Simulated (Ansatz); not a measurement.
## Electronic structure of Al2H4 in real space

Input

```
crystal:
  periodic: [false, false, false]
  atoms:
    - {symbol: Al, position_ang: [-0.274861, -1.655135, 0.762502]}
    - {symbol: Al, position_ang: [0.692155, 0.611018, 0.062226]}
    - {symbol: H, position_ang: [-1.890031, -1.573782, 0.725484]}
    - {symbol: H, position_ang: [-0.581735, -1.363296, -1.382577]}
    - {symbol: H, position_ang: [2.115336, 1.377868, 0.066029]}
    - {symbol: H, position_ang: [-0.224085, -2.054207, -1.290679]}
basis:
  gaussian: {orbitals: def2-TZVPP}
hamiltonian: {xc: pbe0, dispersion: d4}
output: {orbitals: {seedname: orbitals}}
```

Launched as:

```sh
ansatz run in.yaml --threads 2 --pin off --events-out ev --progress --plain --max-ram 4352MiB
```

Geometry: PBE0-D4/def2-TZVP; at this geometry the atoms fall into two loosely joined parts.

Method: RKS PBE0-D4/def2-TZVPP (Ansatz).

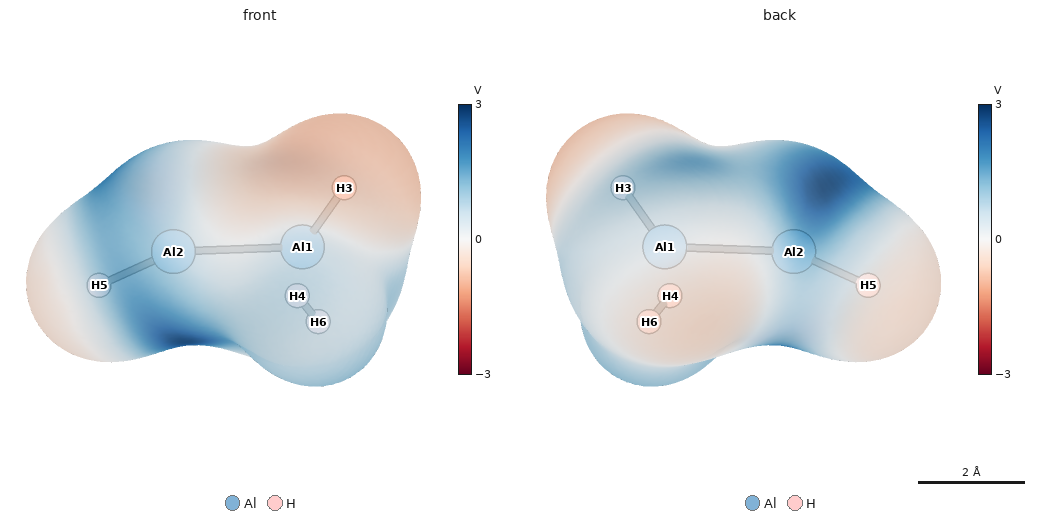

Figure 1. The electrostatic potential painted on the density surface at 0.002 e/bohr³, seen from the front and from behind; the colour scale runs from red (negative) to blue (positive).

Which sites attract a positive test charge, and which a negative one?

A positive charge is drawn to the negative regions and a negative charge to the positive ones. The most negative region (about −0.9 V, or −21 kcal/mol for a unit charge) lies over H3, the most positive (about +2.8 V, or +65 kcal/mol for a unit charge) over Al2.

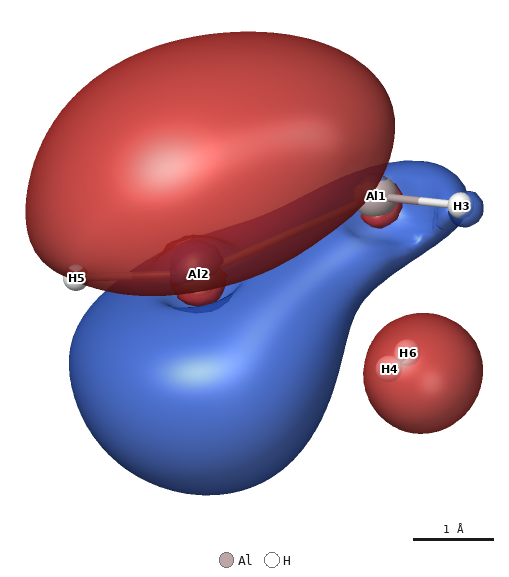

Figure 2. One frontier orbital at ±0.06 Å⁻³ᐟ² (blue and red are the two phases), seen at a tilt.

Which orbital is it: HOMO or LUMO?

The LUMO, at −2.27 eV. It lies mainly on Al2 (about 70 %) and Al1 (about 20 %).

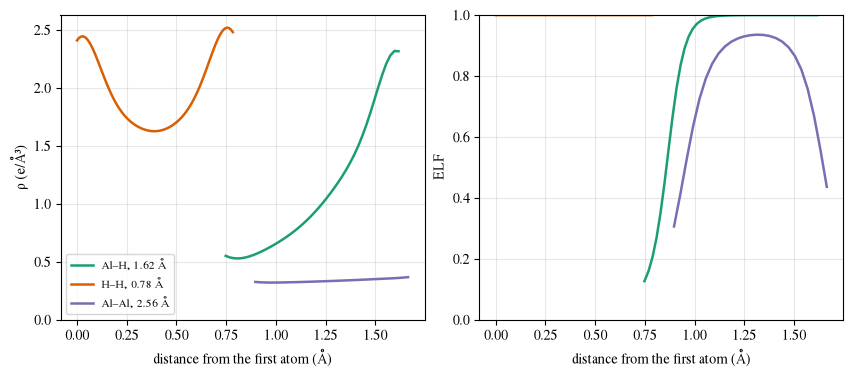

Figure 3. Electron density and electron localisation function along straight lines between neighbouring atoms. The curves leave out the atomic cores.

What can be read from the curves?

Al–H (1.62 Å): ρ at the midpoint is about 0.53 e/Å³; the ELF climbs to about 1 towards the hydrogen.
H–H (0.78 Å): ρ at the midpoint is about 1.6 e/Å³; the ELF is about 1 at the midpoint.
Al–Al (2.56 Å): ρ at the midpoint is about 0.33 e/Å³; the ELF peaks at about 0.95 between the atoms: a shared electron pair.
